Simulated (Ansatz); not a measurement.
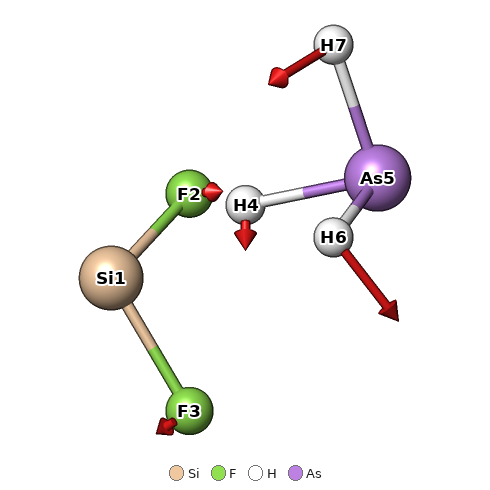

The arrows show one normal mode. Harmonic vibrations computed with RKS PBE0-D4/def2-TZVP (Ansatz 0.2.0) at a stationary point of the same level. It is a saddle point of order 1.

**At what wavenumber does it lie?**

42 cm⁻¹; it is mode 3 of 15 counted from the lowest.
